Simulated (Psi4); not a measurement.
# SiF3 (trifluorosilyl) at 5 levels

Aim: a comparison of 5 runs (UB3LYP/6-31G*, UDSD-PBEP86/aug-cc-pVDZ, UHSE06/aug-cc-pVDZ, UTPSSh/aug-cc-pVDZ, UMP3/aug-cc-pVDZ) of SiF3 (trifluorosilyl). 

The results are computed with Psi4 1.11.

### 1 Starting point

SiF3: 4 atoms, total charge 0, spin state doublet. As SMILES, `F[Si](F)F`. One bond was lengthened or shortened from a relaxed shape.

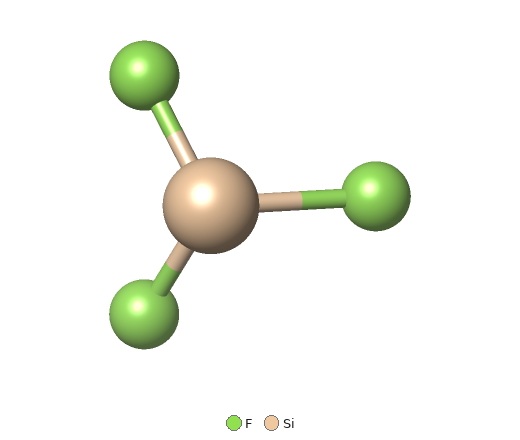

The structure, seen from a chosen angle (fluorine green, silicon light orange).

### 2 Energy and forces at UB3LYP/6-31G(d) (Cartesian functions) (run 1)

Contents of job.json:

```json
{
 "schema_name": "qcschema_input",
 "schema_version": 1,
 "molecule": {
  "schema_name": "qcschema_molecule",
  "schema_version": 2,
  "symbols": ["F", "Si", "F", "F"],
  "geometry": [1.78577229, -1.1622855, 2.43644846, -0.53432006, 0.40262505, 0.44272504, -1.8788791, -1.68610813, -1.21762613, 0.93004761, 2.24164982, -1.40149648],
  "molecular_charge": 0,
  "molecular_multiplicity": 2,
  "fix_symmetry": "c1"
 },
 "driver": "gradient",
 "model": {
  "method": "b3lyp",
  "basis": "6-31G*"
 },
 "keywords": {
  "reference": "uks",
  "puream": false,
  "e_convergence": 1e-09,
  "d_convergence": 1e-08,
  "scf_type": "pk",
  "dft_radial_points": 99,
  "dft_spherical_points": 590,
  "maxiter": 100,
  "scf_properties": ["MAYER_INDICES", "WIBERG_LOWDIN_INDICES", "QUADRUPOLE"]
 }
}
```

The run is started by

```sh
$ psi4 --qcschema job.json -n 1 --memory 1600MB
```

stdout:

```text
[...]
  Running in c1 symmetry.
[...]
  Nuclear repulsion =  168.918896827710569
[...]
  Multiplicity = 2
[...]
  Nalpha       = 21
  Nbeta        = 20
[...]
    Number of basis functions: 64
[...]
   @UKS iter   1:  -588.99676099944998   -5.35175e-01   9.44643e-03 ADIIS/DIIS
[...]
   @UKS iter  13:  -589.11546621593072   -5.68434e-13   3.58419e-09 DIIS
[...]
   @S^2 Observed:                7.515735143E-01
[...]
  @UKS Final Energy:  -589.11546621593072
   => Energetics <=
    Nuclear Repulsion Energy =            168.9188968277105687
    One-Electron Energy =               -1155.6938330434388718
    Two-Electron Energy =                 439.9550604142079351
    DFT Exchange-Correlation Energy =     -42.2955904144103272
    Empirical Dispersion Energy =           0.0000000000000000
    VV10 Nonlocal Energy =                  0.0000000000000000
    Total Energy =                       -589.1154662159306099
[...]
 Multipole Moments:
 ------------------------------------------------------------------------------------
     Multipole            Electronic (a.u.)      Nuclear  (a.u.)        Total (a.u.)
 ------------------------------------------------------------------------------------
 L = 1.  Multiply by 2.5417464519 to convert [e a0] to [Debye]
 Dipole X            :         -0.1621127           -0.4073187           -0.5694314
 Dipole Y            :          0.1046869            0.3029337            0.4076206
 Dipole Z            :         -0.2358674            0.2522222            0.0163548
 Magnitude           :                                                    0.7004814
 L = 2.  Multiply by 1.3450342976 to convert [e a0^2] to [Debye ang]
 Quadrupole XX       :        -92.1730649           72.2583727          -19.9146922
 Quadrupole XY       :        -26.2451365           25.5802526           -0.6648839
[...]
  -Total Gradient:
     Atom            X                  Y                   Z
    ------   -----------------  -----------------  -----------------
       1        0.055203314782    -0.037177428976     0.048344446568
       2       -0.053646224994     0.035527454934    -0.059573077193
       3        0.004766690979     0.008680117966     0.005240625635
       4       -0.006407261850    -0.006968362754     0.005975478230
[...]
```

The result, in JSON:

```text
{
 "driver": "gradient",
 "model": {
  "method": "b3lyp",
  "basis": "6-31G*"
 },
 "success": true,
 "return_result": [0.05520331478203395, -0.03717742897571877, 0.04834444656771741, -0.05364622499357499, 0.03552745493419756, -0.05957307719294899, 0.004766690978787458, 0.008680117965998685, 0.005240625635139315, -0.006407261850277887, -0.006968362754395441, 0.005975478230233228],
 "properties": {
  "calcinfo_nbasis": 64,
  "calcinfo_nmo": 64,
  "calcinfo_nalpha": 21,
  "calcinfo_nbeta": 20,
  "calcinfo_natom": 4,
  "nuclear_repulsion_energy": 168.91889682771057,
  "return_energy": -589.1154662159307,
  "return_gradient": [0.05520331478203395, -0.03717742897571877, 0.04834444656771741, -0.05364622499357499, 0.03552745493419756, -0.05957307719294899, 0.004766690978787458, 0.008680117965998685, 0.005240625635139315, -0.006407261850277887, -0.006968362754395441, 0.005975478230233228],
  "scf_one_electron_energy": -1155.6938330434389,
  "scf_two_electron_energy": 439.95506041420794,
  "scf_xc_energy": -42.29559041441033,
  "scf_dipole_moment": [-0.5694314019753728, 0.4076206189747653, 0.016354763500063374],
  "scf_total_energy": -589.1154662159307,
  "scf_total_gradient": [0.05520331478203395, -0.03717742897571877, 0.04834444656771741, -0.05364622499357499, 0.03552745493419756, -0.05957307719294899, 0.004766690978787458, 0.008680117965998685, 0.005240625635139315, -0.006407261850277887, -0.006968362754395441, 0.005975478230233228],
  "scf_iterations": 13
 }
}
```

Wall time 14 s (1 thread of Intel Xeon at 2.70GHz, shared host); peak memory 0.59 GiB.

### 3 The energy at UDSD-PBEP86/aug-cc-pVDZ (density fitting for correlation) (run 2)

Contents of f3si.json:

```json
{
  "schema_name": "qcschema_input",
  "schema_version": 1,
  "molecule": {
    "schema_name": "qcschema_molecule",
    "schema_version": 2,
    "symbols": ["F", "Si", "F", "F"],
    "geometry": [1.78577229, -1.1622855, 2.43644846, -0.53432006, 0.40262505, 0.44272504, -1.8788791, -1.68610813, -1.21762613, 0.93004761, 2.24164982, -1.40149648],
    "molecular_charge": 0,
    "molecular_multiplicity": 2,
    "fix_symmetry": "c1"
  },
  "driver": "energy",
  "model": {
    "method": "dsd-pbep86",
    "basis": "aug-cc-pVDZ"
  },
  "keywords": {
    "reference": "uks",
    "puream": true,
    "e_convergence": 1e-09,
    "d_convergence": 1e-08,
    "scf_type": "pk",
    "dft_radial_points": 99,
    "dft_spherical_points": 590,
    "num_frozen_docc": 8,
    "maxiter": 100
  }
}
```

The run is started by

```sh
$ psi4 --qcschema f3si.json -n 1 --memory 1600MB
```

stdout:

```text
[...]
  Running in c1 symmetry.
[...]
  Nuclear repulsion =  168.918896827710569
[...]
  Multiplicity = 2
[...]
  Nalpha       = 21
  Nbeta        = 20
[...]
    Number of basis functions: 96
[...]
   @UKS iter   1:  -587.96322945524128   -8.69121e-01   5.80133e-03 DIIS/ADIIS
[...]
   @UKS iter  13:  -588.07824240612604   -1.59162e-12   4.15631e-09 DIIS
[...]
   @S^2 Observed:                7.530119467E-01
[...]
    Orbital Energies [Eh]
    ---------------------
    Alpha Occupied:
       1A    -68.045522     2A    -25.797983     3A    -25.797960
       4A    -25.746835     5A     -6.010982     6A     -4.203588
       7A     -4.200159     8A     -4.198394     9A     -1.530485
      10A     -1.510535    11A     -1.428655    12A     -0.773442
      13A     -0.699032    14A     -0.669528    15A     -0.664795
      16A     -0.632151    17A     -0.616101    18A     -0.614548
      19A     -0.564762    20A     -0.559935    21A     -0.401111
    Alpha Virtual:
      22A      0.034155    23A      0.036748    24A      0.043004
      25A      0.053609    26A      0.108145    27A      0.117487
[...]
  @UKS Final Energy:  -588.07824240612604
   => Energetics <=
    Nuclear Repulsion Energy =            168.9188968277105687
    One-Electron Energy =               -1154.6881592472896045
    Two-Electron Energy =                 412.5475816148653507
    DFT Exchange-Correlation Energy =     -14.8565616014124036
    Empirical Dispersion Energy =           0.0000000000000000
    VV10 Nonlocal Energy =                  0.0000000000000000
    Total Energy =                       -588.0782424061261509
[...]
 Multipole Moments:
 ------------------------------------------------------------------------------------
     Multipole            Electronic (a.u.)      Nuclear  (a.u.)        Total (a.u.)
 ------------------------------------------------------------------------------------
 L = 1.  Multiply by 2.5417464519 to convert [e a0] to [Debye]
 Dipole X            :         -0.2921557           -0.4073187           -0.6994744
 Dipole Y            :          0.1975928            0.3029337            0.5005265
 Dipole Z            :         -0.2362815            0.2522222            0.0159407
 Magnitude           :                                                    0.8602589
[...]
```

The result, in JSON:

```text
{
 "driver": "energy",
 "model": {
  "method": "dsd-pbep86",
  "basis": "aug-cc-pVDZ"
 },
 "success": true,
 "return_result": -588.4415157018177,
 "properties": {
  "calcinfo_nbasis": 96,
  "calcinfo_nmo": 96,
  "calcinfo_nalpha": 21,
  "calcinfo_nbeta": 20,
  "calcinfo_natom": 4,
  "nuclear_repulsion_energy": 168.91889682771057,
  "return_energy": -588.4415157018177,
  "scf_one_electron_energy": -1154.6881592472896,
  "scf_two_electron_energy": 412.54758161486535,
  "scf_xc_energy": -14.856561601412404,
  "scf_dipole_moment": [-0.699474446650129, 0.5005265212956842, 0.01594072849818362],
  "scf_total_energy": -588.078242406126,
  "scf_iterations": 13
 }
}
```

It took 21 s on 1 thread of Intel Xeon at 2.70GHz, shared host; peak memory 0.73 GiB.

### 4 The energy at UHSE06/aug-cc-pVDZ (run 3)

Contents of calc.in:

```
memory 1600 mb

molecule geom {
  0 2
  F      1.78577229    -1.16228550     2.43644846
  Si    -0.53432006     0.40262505     0.44272504
  F     -1.87887910    -1.68610813    -1.21762613
  F      0.93004761     2.24164982    -1.40149648
  units au
  symmetry c1
  no_reorient
  no_com
}

set globals {
  reference            uks
  puream               true
  e_convergence        1e-09
  d_convergence        1e-08
  scf_type             pk
  dft_radial_points    99
  dft_spherical_points 590
  maxiter              100
}

energy_value, wavefunction = energy('hse06/aug-cc-pVDZ', return_wfn=True)
oeprop(wavefunction, 'MAYER_INDICES', 'WIBERG_LOWDIN_INDICES', 'QUADRUPOLE', title='HSE06')
```

The run is started by

```sh
$ psi4 calc.in calc.out -n 1
```

calc.out:

```text
[...]
  Running in c1 symmetry.
[...]
  Nuclear repulsion =  168.918896827710569
[...]
  Multiplicity = 2
[...]
  Nalpha       = 21
  Nbeta        = 20
[...]
    Number of basis functions: 96
[...]
   @UKS iter   1:  -588.66150180668239   -4.81894e-01   6.69693e-03 DIIS/ADIIS
[...]
   @UKS iter  12:  -588.80186033591849   -6.70752e-12   9.77443e-09 DIIS
[...]
   @S^2 Observed:                7.516917931E-01
[...]
    Orbital Energies [Eh]
    ---------------------
    Alpha Occupied:
       1A    -66.435193     2A    -24.826477     3A    -24.826457
       4A    -24.779541     5A     -5.479438     6A     -3.814651
       7A     -3.813788     8A     -3.812614     9A     -1.276580
      10A     -1.257095    11A     -1.180887    12A     -0.619814
      13A     -0.550466    14A     -0.522058    15A     -0.514186
      16A     -0.482422    17A     -0.473882    18A     -0.468707
      19A     -0.420442    20A     -0.415114    21A     -0.298394
    Alpha Virtual:
      22A     -0.022942    23A     -0.014701    24A     -0.002571
      25A      0.011844    26A      0.051102    27A      0.058092
[...]
  @UKS Final Energy:  -588.80186033591849
   => Energetics <=
    Nuclear Repulsion Energy =            168.9188968277105687
    One-Electron Energy =               -1154.7088602715318757
    Two-Electron Energy =                 436.9559941212082208
    DFT Exchange-Correlation Energy =     -39.9678910133053193
    Empirical Dispersion Energy =           0.0000000000000000
    VV10 Nonlocal Energy =                  0.0000000000000000
    Total Energy =                       -588.8018603359183771
[...]
 Multipole Moments:
 ------------------------------------------------------------------------------------
     Multipole            Electronic (a.u.)      Nuclear  (a.u.)        Total (a.u.)
 ------------------------------------------------------------------------------------
 L = 1.  Multiply by 2.5417464519 to convert [e a0] to [Debye]
 Dipole X            :         -0.6750894            0.0519864           -0.6231031
 Dipole Y            :          0.2685631            0.1760564            0.4446195
 Dipole Z            :         -4.5667119            4.5540832           -0.0126287
 Magnitude           :                                                    0.7655739
 L = 2.  Multiply by 1.3450342976 to convert [e a0^2] to [Debye ang]
 Quadrupole XX       :        -92.9253307           72.2543921          -20.6709386
 Quadrupole XY       :        -26.1047618           25.5834853           -0.5212765
[...]
```

Wall time 44 s (1 thread of Intel Xeon at 2.70GHz, shared host); peak memory 0.81 GiB.

Run 4 isn't shown in full; the table further down has it.

### 5 The energy at UMP3/aug-cc-pVDZ (run 5)

Contents of f3si_ase.py:

```python
import numpy as np
from ase.calculators.psi4 import Psi4
from ase import Atoms

a = Atoms(['F', 'Si', 'F', 'F'], positions=[
    [0.944990, -0.615055, 1.289313],
    [-0.282750, 0.213060, 0.234280],
    [-0.994260, -0.892250, -0.644340],
    [0.492160, 1.186230, -0.741640],
])
calc = Psi4(atoms=a, method='mp3', basis='aug-cc-pVDZ', memory='1600MB', num_threads=1, charge=0, multiplicity=2, label='calc', reference='uhf')
calc.psi4.set_options({'puream': True, 'e_convergence': 1e-09, 'd_convergence': 1e-08, 'scf_type': 'pk', 'num_frozen_docc': 8, 'maxiter': 100, 'mp_type': 'conv'})
a.calc = calc

print(f'energy: {a.get_potential_energy():.6f} eV')
```

The run is started by

```sh
$ python f3si_ase.py
```

calc.dat:

```text
[...]
  Running in c1 symmetry.
[...]
  Nuclear repulsion =  168.918896705818327
[...]
  Multiplicity = 2
[...]
  Nalpha       = 21
  Nbeta        = 20
[...]
    Number of basis functions: 96
[...]
   @UHF iter   1:  -587.29508439590063   -1.07599e+00   5.52532e-03 ADIIS/DIIS
[...]
   @UHF iter  14:  -587.40690155854895   -1.02318e-12   3.21081e-09 DIIS
[...]
   @S^2 Observed:                7.534871343E-01
[...]
    Orbital Energies [Eh]
    ---------------------
    Alpha Occupied:
       1A    -68.982028     2A    -26.356940     3A    -26.356916
       4A    -26.303565     5A     -6.308802     6A     -4.418351
       7A     -4.413324     8A     -4.411181     9A     -1.665508
      10A     -1.645422    11A     -1.560437    12A     -0.848823
      13A     -0.772417    14A     -0.743397    15A     -0.739176
      16A     -0.706885    17A     -0.689716    18A     -0.683720
      19A     -0.636594    20A     -0.632208    21A     -0.451145
    Alpha Virtual:
      22A      0.050536    23A      0.052333    24A      0.055246
      25A      0.072450    26A      0.146588    27A      0.155215
[...]
  @UHF Final Energy:  -587.40690155854895
   => Energetics <=
    Nuclear Repulsion Energy =            168.9188967058183266
    One-Electron Energy =               -1154.6880179137961022
    Two-Electron Energy =                 398.3622196494288801
    Total Energy =                       -587.4069015585489524
  UHF NO Occupations:
  HONO-2 :   19  A 1.9996894
  HONO-1 :   20  A 1.9988161
[...]
 Multipole Moments:
 ------------------------------------------------------------------------------------
     Multipole            Electronic (a.u.)      Nuclear  (a.u.)        Total (a.u.)
 ------------------------------------------------------------------------------------
 L = 1.  Multiply by 2.5417464519 to convert [e a0] to [Debye]
 Dipole X            :         -0.3290319           -0.4073187           -0.7363506
 Dipole Y            :          0.2245362            0.3029337            0.5274699
 Dipole Z            :         -0.2235591            0.2522222            0.0286631
 Magnitude           :                                                    0.9062330
[...]
	SCS-MP2 Total Energy (a.u.)        :  -588.07532028038520
	SOS-MP2 Total Energy (a.u.)        :  -588.06087538768566
[...]
	SOS-PI-MP2 Total Energy (a.u.)     :  -588.11118106685001
[...]
	MP2 Total Energy (a.u.)            :  -588.10421006578395
[...]
	SCS-MP3 Total Energy (a.u.)        :  -588.07322739348422
[...]
	MP3 Total Energy (a.u.)            :  -588.09583851818002
[...]
```

On the terminal:

```text
energy: -16002.902881 eV
```

It took 27 s on 1 thread of Intel Xeon at 2.70GHz, shared host; peak memory 0.72 GiB.

### 6 All runs side by side

```csv
run,level,task,Cartesian functions,energy (Eh),dipole moment (D),HOMO energy (eV),LUMO energy (eV),wall time
1,UB3LYP/6-31G* (Cartesian functions),gradient,yes,-589.115466,1.78,-7.69,-4.22,14 s
2,UDSD-PBEP86/aug-cc-pVDZ (density fitting for correlation),energy,no,-588.441516,–,-10.91,-1.95,21 s
3,UHSE06/aug-cc-pVDZ,energy,no,-588.801860,1.95,-8.12,-4.60,44 s
4,UTPSSh/aug-cc-pVDZ,energy,no,-589.167768,1.85,-7.79,-4.83,46 s
5,UMP3/aug-cc-pVDZ,energy,no,-588.095839,–,-12.28,-0.42,27 s
```

### 7 Summary of results

```
                                                         quantity          value
                                              run 5: total energy  -588.09584 Eh
run 5: HOMO energy (Hartree–Fock orbitals) (highest over α and β)      -12.28 eV
 run 5: LUMO energy (Hartree–Fock orbitals) (lowest over α and β)       -0.42 eV
               run 5: correlation energy (8 core orbitals frozen)     -688.9 mEh
                         run 5: ⟨S²⟩ of the reference determinant          0.753
```

In words: Over runs 1, 3, 4 the dipole moment (its size) runs from 1.78 D (UB3LYP/6-31G*) to 1.95 D (UHSE06/aug-cc-pVDZ). The two ends differ in method and basis. Totals of different functionals can't be ranked against each other. All runs together took 2.6 min, the longest 46 s.
